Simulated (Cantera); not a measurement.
Charge: 1 mol N2O, 0.68 mol SO2, a varied amount of N2, held at 1000 K and 0.120 bar.

Method: chemical equilibrium by Gibbs-energy minimisation in Cantera with the NASA 1993 tables (ideal gas, pure condensed phases). Candidate condensed phases: S; 17 gas species. Rates play no part.

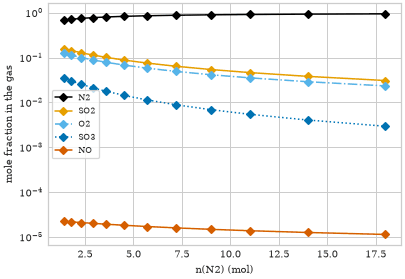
*Equilibrium gas composition (values under 1e-9 drawn at 1e-9)*

From 1.4 mol N2 to 18 mol N2 nothing is condensed.
